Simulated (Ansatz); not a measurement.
**SiH4···H2O···H2O: density, localisation and related maps**

Input

```
crystal:
  periodic: [false, false, false]
  atoms:
    - {symbol: Si, position_ang: [-1.058146, 0.035108, -1.472628]}
    - {symbol: H, position_ang: [-1.246637, -0.441683, -0.075598]}
    - {symbol: H, position_ang: [-2.190740, -0.524859, -2.264451]}
    - {symbol: H, position_ang: [-1.118687, 1.510904, -1.541057]}
    - {symbol: H, position_ang: [0.200656, -0.504240, -2.039154]}
    - {symbol: H, position_ang: [1.186128, 0.484415, 0.894437]}
    - {symbol: O, position_ang: [1.184208, 1.137922, 0.176415]}
    - {symbol: H, position_ang: [-0.071910, -1.214983, 1.582285]}
    - {symbol: O, position_ang: [0.702025, -0.908954, 2.065927]}
    - {symbol: H, position_ang: [2.039126, 1.054782, -0.250194]}
    - {symbol: H, position_ang: [0.374177, -0.628411, 2.924019]}
basis:
  gaussian: {orbitals: def2-TZVPP}
hamiltonian: {xc: pbe0, dispersion: d4}
output: {orbitals: {seedname: orbitals}}
```

Launched as:

```sh
ansatz run in.yaml --threads 4 --pin off --events-out ev --progress --plain --max-ram 9574MiB
```

The reactant side of a reaction path; geometry: PBE0-D4/def2-TZVP.

Level of theory: RKS PBE0-D4/def2-TZVPP in Ansatz.

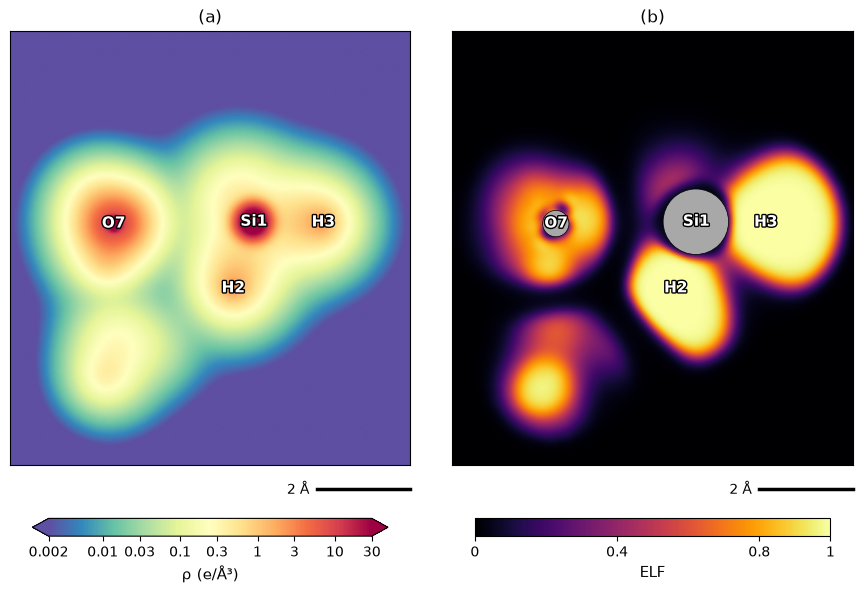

Figure 1. (a) electron density; (b) electron localisation function on the plane of atoms H2, Si1 and H3. Grey discs cover the atomic cores in the ELF map.

Describe what can be read from this map.

The section cuts through Si, H and O sites. Si–H (1.49 Å): ρ at the midpoint is about 0.78 e/Å³; the ELF climbs to about 1 towards the hydrogen, as it does in any bond to H.

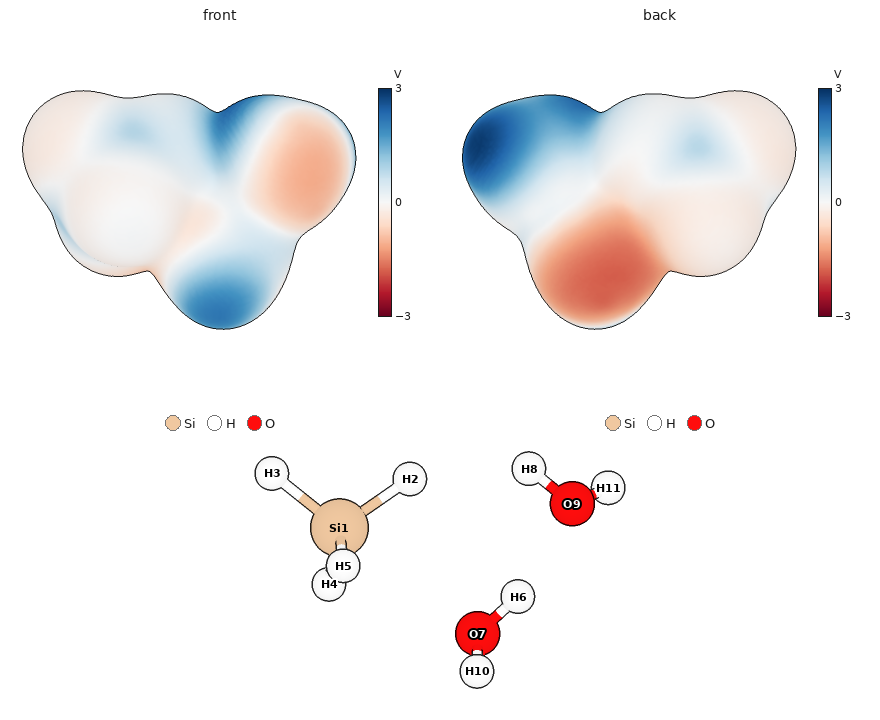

Figure 2. The molecular electrostatic potential painted on the density surface at 0.002 e/bohr³, seen from the front and from behind; the colour scale runs from red (negative) to blue (positive). The bare structure is drawn below in the same view.

Which sites attract a positive test charge, and which a negative one?

A positive charge is drawn to the negative regions and a negative charge to the positive ones. The most negative region (about −1.8 V) lies over O7, the most positive (about +2.8 V) over H11. O7 is the likeliest acceptor of a hydrogen bond.

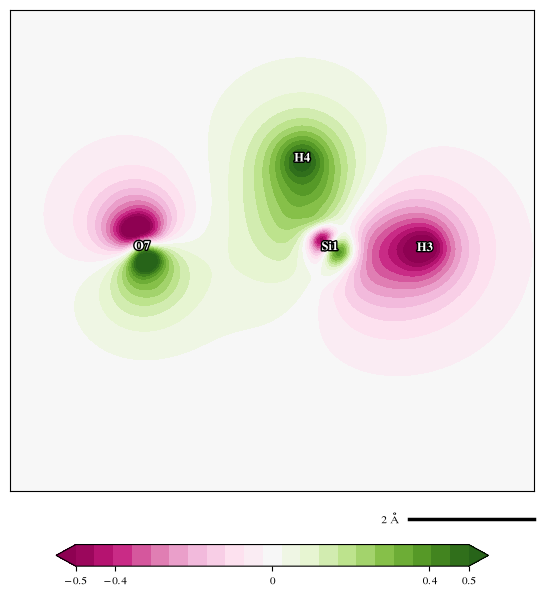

Figure 3. The HOMO−1 on the plane of atoms H3, Si1 and H4 (values in Å⁻³ᐟ²; the overall sign is arbitrary).

What is the character of this orbital?

It lies mainly on Si1 (about 30 %), H3 (about 20 %), O7 (about 15 %), H4 (about 15 %) and O9 (about 10 %). Its energy is −9.35 eV.

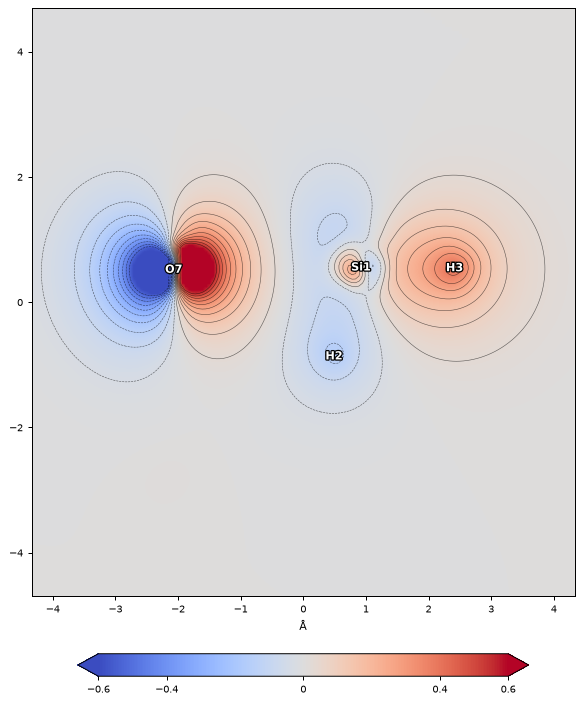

Figure 4. The HOMO on the plane of atoms H2, Si1 and H3 (values in Å⁻³ᐟ²; the overall sign is arbitrary).

Describe this orbital and give its energy.

It lies mainly on O7 (about 70 %) and H3 (about 10 %); largely a lone pair of O7. Its energy is −8.41 eV.
